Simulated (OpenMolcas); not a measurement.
Multiconfigurational calculation for Ag²⁺ complex

Ag²⁺ with 6 ligands (Cl; octahedron, 2.7 Å), neutralised by 6 outer point charges of +0.67 e, whose field is part of the energies. Computed at this level: state-averaged SS-CASPT2, IPEA shift 0, imaginary shift 0.1 hartree, closed shells 4s 4p of the metal and the valence shells of the ligands correlated, active space 9 electrons in the shell 4d, basis ANO-RCC-VTZP on the metal and ANO-RCC-VTZP on the ligands, DKH2 scalar Hamiltonian, spin-orbit coupling by RASSI with atomic mean-field integrals (OpenMolcas).

Input file:
```
&GATEWAY
Coord
7

Ag 0.0 0.0 0.0
Cl 2.700000 0.000000 0.000000
Cl 0.000000 2.700000 0.000000
Cl -2.700000 0.000000 0.000000
Cl 0.000000 -2.700000 0.000000
Cl 0.000000 0.000000 2.700000
Cl 0.000000 0.000000 -2.700000
Basis=Ag.ANO-RCC-VTZP,Cl.ANO-RCC-VTZP
Group=XYZ
NoMove
AngMom=0.0 0.0 0.0
AMFI
RICD
XField
3 Angstrom 0
5.300000 0.000000 0.000000 0.666667
0.000000 5.300000 0.000000 0.666667
0.000000 0.000000 5.300000 0.666667
&SEWARD
&RASSCF
FileOrb=start.orb
Symmetry=1
Spin=2
nActEl=9 0 0
Inactive=36 36
Ras2=5 0
CIRoot=5 5 1
SDav=5
CIMx=300
Iter=150 100
PrWF=0.3
OrbListing=Nothing
MaxOrb=0
LevShft=1.0
>>> COPY $Project.JobIph JOB001
&RASSI
NrOfJobIphs=1 5
1 2 3 4 5
IphNames
JOB001
EJob
SpinOrbit
DIPRint=1.0
SOCoupling=1000.0
Subsets=2
Property=9
'ANGMOM' 1 'ANGMOM' 2 'ANGMOM' 3 'MLTPL  1' 1 'MLTPL  1' 2 'MLTPL  1' 3
'AMFI' 1 'AMFI' 2 'AMFI' 3
SOProperty=3
'ANGMOM' 1 'ANGMOM' 2 'ANGMOM' 3
>>> COPY JOB001 $Project.JobIph
&CASPT2
Multistate=5 1 2 3 4 5
NoMult
Frozen=23 21
IPEA=0.0
Imaginary=0.1
MaxIter=60
WThr=0.0 0.3 0.05
PrWF=0.5
NoMix
```

The file start.orb holds starting orbitals from an earlier step. A driver script formed the levels outside the program, from RASSI's spin-orbit matrix and the CASPT2 energies (for multi-state variants, the effective Hamiltonian), averaged over the components of each term or state. The log and the time are those of the CASPT2 step.

Hardware: 1 thread of Intel Xeon (Sapphire Rapids), 192 GiB of memory available, shared host.

Launched with:
```bash
OMP_NUM_THREADS=1 MOLCAS_MEM=3686 MOLCAS_PROJECT=a pymolcas a.inp > a.log  # once for each step of the input, in one work folder
```

Output (extracts):
```
--- CASPT2 ---
Orbital specifications:
      -----------------------

      Symmetry species                           1   2
                                                ag  au
      Frozen orbitals                           23  21
      Inactive orbitals                         13  15
      Active orbitals                            5   0
      Secondary orbitals                        97  98
      Deleted orbitals                           0   0
      Number of basis functions                138 134
Type of calculation                        SS-CASPT2
      Fock operator                              state-specific
      IPEA shift                                 0.00
      Real shift                                 0.00
      Imaginary shift                            0.10
      The input orbitals will be transformed to quasi-canonical
Reference energy:       -8078.8823306708
      E2 (Non-variational):      -1.8294817894
      Shift correction:          -0.0026307082
      E2 (Variational):          -1.8321124975
      Total energy:           -8080.7144431683
      Residual norm:              0.0000004908
      Reference weight:           0.62725
      Contributions to the CASPT2 correlation energy
      Active & Virtual Only:         -0.2229236605
      One Inactive Excited:          -0.3035336136
      Two Inactive Excited:          -1.3030245153
Reference energy:       -8078.8823306705
      E2 (Non-variational):      -1.8294779051
      Shift correction:          -0.0026297184
      E2 (Variational):          -1.8321076234
      Total energy:           -8080.7144382939
      Residual norm:              0.0000005097
      Reference weight:           0.62726
      Contributions to the CASPT2 correlation energy
      Active & Virtual Only:         -0.2229188798
      One Inactive Excited:          -0.3035351392
      Two Inactive Excited:          -1.3030238860
::    CASPT2 Root  1     Total energy:  -8080.71444317
::    CASPT2 Root  2     Total energy:  -8080.71443829
::    CASPT2 Root  3     Total energy:  -8080.67311459
::    CASPT2 Root  4     Total energy:  -8080.67311459
::    CASPT2 Root  5     Total energy:  -8080.67311297
```

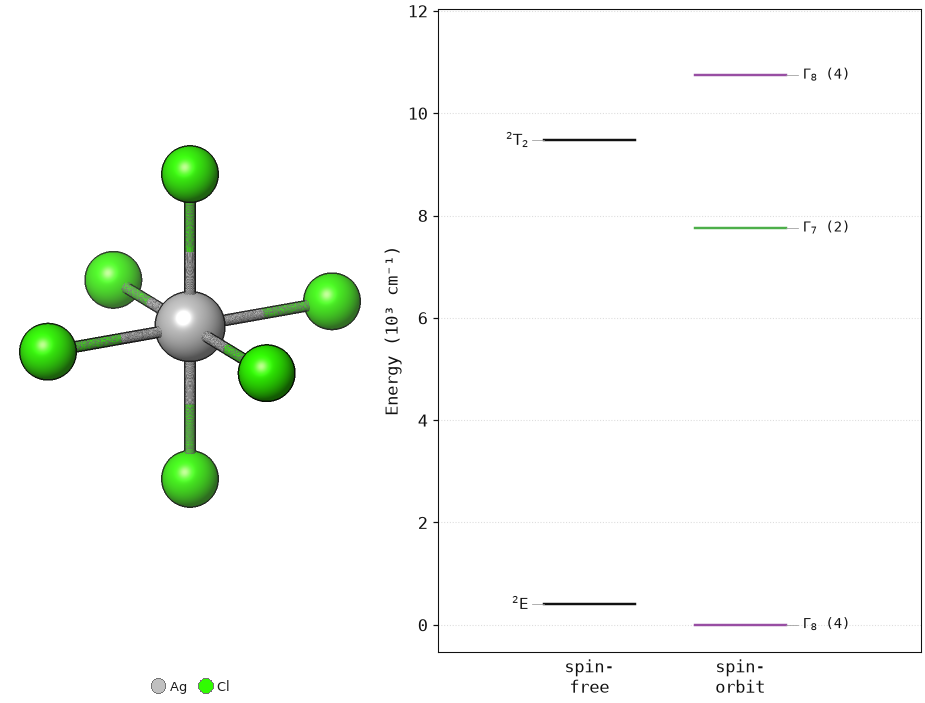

**Figure 1.** Ag²⁺ (4d⁹) with 6 ligands, Cl⁻, at 2.7 Å (arrangement: octahedron, Oh), neutralised by outer point charges of +0.67 e, and its levels. Labels give the representation in O, Td, D4 or D3 as the site allows (double group for half-integer spin) where it could be assigned and, in brackets, the degeneracy; spin-free states, where drawn, share the zero of the spin-orbit levels. The ground level is Γ₈, 4-fold degenerate, 100 % from states of spin multiplicity 2. The next level lies at 7,750 cm⁻¹ (Γ₇). The lowest spin-free state is ²E, from the free-ion D term; of the same spin there follows at 9,070 cm⁻¹ (²T₂) above it. A ligand-field fit to the spin-free states gives |10Dq| = 9,070 cm⁻¹.

Summary:

- outcome: converged
- energy of the lowest spin-free term: −8080.71444 hartree
- energy of the lowest spin-orbit level: −8080.71628 hartree
- CASPT2 correlation energy: −1.8321 hartree
- largest spread among components of a term: 1.1 cm⁻¹
- lowest reference weight: 0.627
- wall time: 2.8 min
- peak memory: 0.44 GiB

Remarks:

Caveats: orbital doublet at a regular site, Jahn-Teller distortion not allowed for; distances are set from ionic radii, not optimised.
